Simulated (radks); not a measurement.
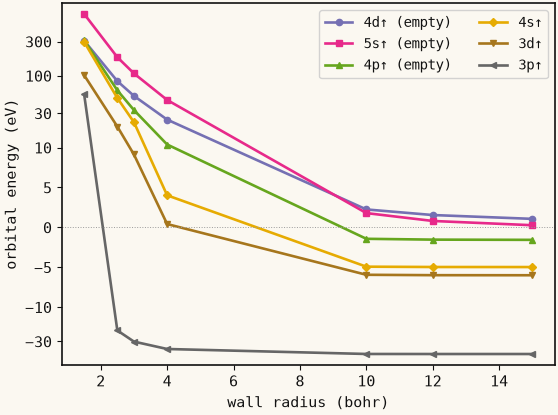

A free V atom; electrons: [Ar] 3d3 4s2 (high spin). It is put inside a hard spherical wall of varying radius. Computed with the in-house radial solver radks: scalar-relativistic Kohn-Sham, PBE, spin-polarised, spherical densities, finite nucleus. The plot shows the outer orbital energies (spin up), on a scale that is linear within ±10 eV and logarithmic beyond.

Describe the level shifts under confinement.

Answer. The levels rise as the wall closes in: 4d↑ goes from 1.06 eV at 15 bohr to 308.6 eV at 1.5 bohr. On compression 4d↑ drops below 5s↑ between 10 and 4 bohr and 4d↑ drops below 4p↑ between 2.5 and 1.5 bohr; in each crossing pair the level of higher l rises less. The fastest to rise is 5s↑ (by 725.7 eV), the slowest 3p↑ (by 100.2 eV): the wall presses hardest on the most extended orbitals.
